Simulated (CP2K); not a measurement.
Consider vinylketene at its PBE geometry (Å).

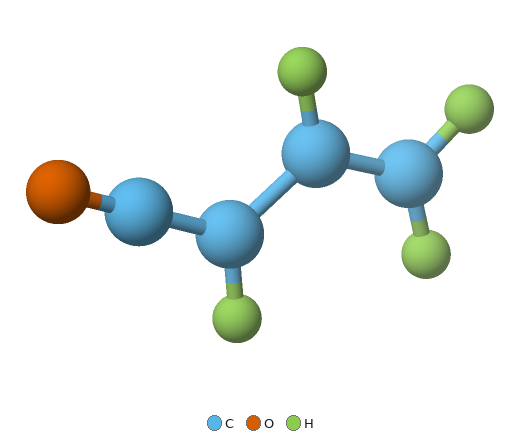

The molecule (carbon blue, oxygen orange, hydrogen green).

```xyz
9

C    -1.5284    0.4449   -0.4705
C    -0.4340    0.2412    0.2855
C     0.8074   -0.3499   -0.1937
C     1.8689   -0.5460    0.5780
O     2.8085   -0.7217    1.2630
H    -1.5597    0.1734   -1.5262
H    -2.4230    0.8904   -0.0402
H    -0.4542    0.5303    1.3383
H     0.9144   -0.6627   -1.2340
```

Method: CP2K XAS_TDP, all-electron GAPW, PBEh(45%), aug-cc-pVDZ, TDA, no relativity.

**Question.** Where do the C K-edge lines lie, and how strong are they?

Leading lines: C1 280.96 eV, C2 281.65 eV, C3 283.15 eV and C4 282.16 eV. The leading line of an atom is its first one with 35 % of the strongest within 2.5 eV of its lowest line over the strength cut. 

The first six lines of each atom with a strength over 0.0015:

```tsv
atom	energy (eV)	states	strength, one atom
C1 (bonded to C and 2 H)	280.96	1	0.0475
	283.44	1	0.0049
	284.03	1	0.0048
	284.44	1	0.0119
	285.50	1	0.0061
	285.64	1	0.0062
C2 (bonded to 2 C and H)	281.65	1	0.0524
	283.38	1	0.0081
	284.73	1	0.0148
	286.01	1	0.0031
	286.50	1	0.0018
	286.85	1	0.0016
C3 (bonded to 2 C and H)	283.15	1	0.0224
	284.64	1	0.0055
	284.73	1	0.0216
	285.23	1	0.0122
	286.35	1	0.0035
	286.64	1	0.0071
C4 (bonded to C and O)	282.16	1	0.0754
	284.88	1	0.0667
	289.03	1	0.0036
	291.34	1	0.0022
	292.77	1	0.0018
	293.62	1	0.0018
```

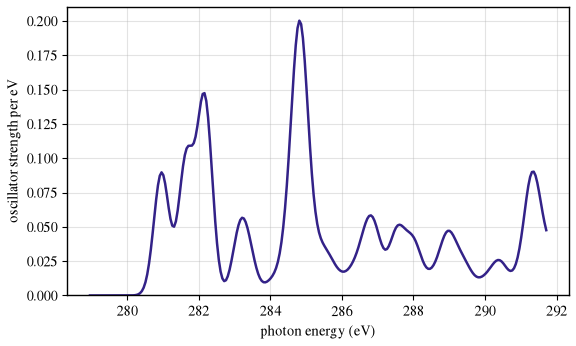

All atoms added, broadened by 0.5 eV.

Lines are vertical, at one geometry, with no vibrational structure. Without a correction of the core level, line positions, and the gaps between valence and Rydberg lines, follow the share of exact exchange. At this level such K lines come out 3 to 6 eV under measured ones. These values hold no scalar relativity, about 0.1 eV for C 1s. Rydberg lines, and the discretised continuum above threshold, depend on the basis and the box.

[Banner, clock and machine lines of the logs are left out without a mark of their own.]

[Logs are printed without paths, hosts, clocks, repeated set-up lines and the standing remarks that a program may print on its own settings, such as how far it seeks lower states.]

[Hosts, paths, dates, database ids (printed as entryN), source tags and the programs' standing remarks are cut or masked in the printed files.]
